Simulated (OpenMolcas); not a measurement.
# Co³⁺ among point charges: CASSCF and CASPT2 levels and susceptibility

How does a field of 6 point charges split the states of Co³⁺, and what χT follows?

Program: OpenMolcas 26.06. Level of theory: state-averaged CASSCF and CASPT2, spin-orbit coupling by RASSI with atomic mean-field integrals. These are calculated values, not measurements, unless marked.

## (1) What is computed

* Species: Co³⁺ (cobalt, Z = 27, 24 electrons)
* Basis: ANO-RCC-VDZP [5s4p2d1f], 34 functions
* Scalar Hamiltonian: DKH2, point nucleus
* Inactive shells: 1s 2s 2p 3s 3p
* Active space: 6 electrons in 5 orbitals (3d)
* Some configurations of this space: 3d⁶
* Orbitals: optimised for each spin and parity, averaged over all roots

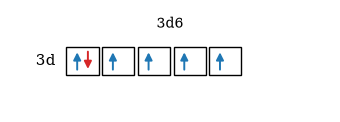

The shells outside the core, filled by Hund's rule for the drawing.

The ion sits among 6 point charges of -1.76 e arranged as a trigonal antiprism (D3d), 2.08 Å from the ion, with a polar angle of 51.5° against the regular 54.74°.

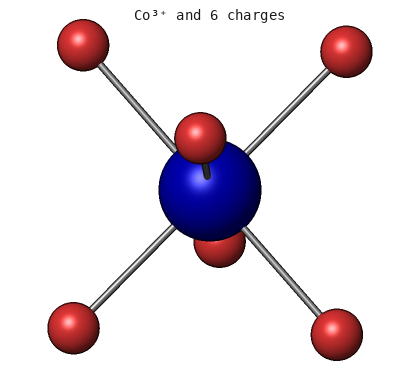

The ion and the point charges (red).

The work runs as a chain of OpenMolcas steps in one folder; each step below is one input file. Labels, J, g values, rates, χT and fits are worked out afterwards by a script from the matrices that RASSI stores. The input lists half of the charges; inversion (Group=XYZ) makes the rest.

## (2) Basis and integrals

a.inp

```
&GATEWAY
Coord
1

Co 0.0 0.0 0.0
Basis=ANO-RCC-VDZP
Group=XYZ
NoMove
AngMom=0.0 0.0 0.0
AMFI
XField
3 Angstrom 0
0.000000 1.626728 1.296209 -1.760000
1.408788 -0.813364 1.296209 -1.760000
1.408788 0.813364 -1.296209 -1.760000
&SEWARD
```

Command:

```console
> OMP_NUM_THREADS=1 MOLCAS_MEM=1689 MOLCAS_PROJECT=a pymolcas a.inp > a.log
```

## (3) Reference wave functions, quintets of even parity, 5 roots

a.inp

```
&RASSCF
FileOrb=start.orb
Symmetry=1
Spin=5
nActEl=6 0 0
Inactive=3 6
Ras2=5 0
CIRoot=5 5 1
SDav=5
CIMx=300
Iter=120 100
PrWF=0.3
OrbListing=Nothing
MaxOrb=0
>>> COPY $Project.JobIph JOB001
```

start.orb holds the contracted functions of the basis, ordered by shell, or the orbitals of the step before.

## (4) Reference wave functions, triplets of even parity, 45 roots

a.inp

```
&RASSCF
FileOrb=start.orb
Symmetry=1
Spin=3
nActEl=6 0 0
Inactive=3 6
Ras2=5 0
CIRoot=45 45 1
SDav=45
CIMx=300
Iter=120 100
PrWF=0.3
OrbListing=Nothing
MaxOrb=0
>>> COPY $Project.JobIph JOB002
```

## (5) Reference wave functions, singlets of even parity, 50 roots

a.inp

```
&RASSCF
FileOrb=start.orb
Symmetry=1
Spin=1
nActEl=6 0 0
Inactive=3 6
Ras2=5 0
CIRoot=50 50 1
SDav=50
CIMx=300
Iter=120 100
PrWF=0.3
OrbListing=Nothing
MaxOrb=0
>>> COPY $Project.JobIph JOB003
```

## (6) State interaction with spin-orbit coupling

a.inp

```
&RASSI
NrOfJobIphs=3 5 45 50
1 2 3 4 5
1 2 3 4 5 6 7 8 9 10 11 12 13 14 15 16 17 18 19 20 21 22 23 24 25 26 27
28 29 30 31 32 33 34 35 36 37 38 39 40 41 42 43 44 45
1 2 3 4 5 6 7 8 9 10 11 12 13 14 15 16 17 18 19 20 21 22 23 24 25 26 27
28 29 30 31 32 33 34 35 36 37 38 39 40 41 42 43 44 45 46 47 48 49 50
IphNames
JOB001
JOB002
JOB003
EJob
SpinOrbit
DIPRint=1.0
SOCoupling=1000.0
Subsets=2
Property=9
'ANGMOM' 1 'ANGMOM' 2 'ANGMOM' 3 'MLTPL  1' 1 'MLTPL  1' 2 'MLTPL  1' 3
'AMFI' 1 'AMFI' 2 'AMFI' 3
SOProperty=3
'ANGMOM' 1 'ANGMOM' 2 'ANGMOM' 3
```

## (7) CASPT2: IPEA 0.25, imaginary shift 0.1 (closed shells correlated: 3s 3p)

a.inp

```
>>> COPY JOB001 $Project.JobIph
&CASPT2
Multistate=5 1 2 3 4 5
NoMult
Frozen=2 3
IPEA=0.25
Imaginary=0.1
MaxIter=60
WThr=0.0 0.3 0.05
PrWF=0.5
NoMix
>>> COPY JOB002 $Project.JobIph
&CASPT2
Multistate=45 1 2 3 4 5 6 7 8 9 10 11 12 13 14 15 16 17 18 19 20 21 22
23 24 25 26 27 28 29 30 31 32 33 34 35 36 37 38 39 40 41 42 43 44 45
NoMult
Frozen=2 3
IPEA=0.25
Imaginary=0.1
MaxIter=60
WThr=0.0 0.3 0.05
PrWF=0.5
NoMix
>>> COPY JOB003 $Project.JobIph
&CASPT2
Multistate=50 1 2 3 4 5 6 7 8 9 10 11 12 13 14 15 16 17 18 19 20 21 22
23 24 25 26 27 28 29 30 31 32 33 34 35 36 37 38 39 40 41 42 43 44 45 46
47 48 49 50
NoMult
Frozen=2 3
IPEA=0.25
Imaginary=0.1
MaxIter=60
WThr=0.0 0.3 0.05
PrWF=0.5
NoMix
```

(Steps that only read results are left out.)

What does the calculation give? Wanted: spin-free ground state; first state of the same spin within the active space; lowest level; next level.

As calculated:

| quantity | value |
| --- | --- |
| method | SS-CASPT2, IPEA 0.25, imaginary shift 0.1 (closed shells correlated: 3s 3p) |
| spin-free ground state | 5E, 2-fold in its orbital part |
| first state of the same spin within the active space | 5A1 at 1930 cm⁻¹ |
| lowest level | 2-fold E, g = 0.00, 0.00, 11.42 |
| next level | 230.6 cm⁻¹ |
| χT at 300 K | 4.72 cm³ K/mol |
| effective moment at 300 K | 6.14 μB |

Cost by method:

| method | time of its own steps | time with the reference |
| --- | --- | --- |
| A. CASSCF | 15 s | 15 s |
| B. SS-CASPT2, IPEA 0.25, imaginary shift 0.1, +3s 3p | 3.9 s | 19 s |

Times are of one thread on a shared host.

**Reading.** The spin-free ground state (5E) comes to 100 % from free-ion D terms and keeps the highest spin of the shell. χT at 300 K is 4.72, against 3.01 cm³ K/mol for the spin alone, so orbital moment adds to it. An active space of the d shell alone favours high spin; real ions in strong fields can be low spin. CASPT2 does not keep the components of a term degenerate, and the means are used. The field of point charges can differ much from that of real complexes. With metal d orbitals alone active, the gaps between spin states are rough; where two lie within a few thousand cm-1, their order is open. Point charges carry no covalency, so the field is a model and not that of real ligands.
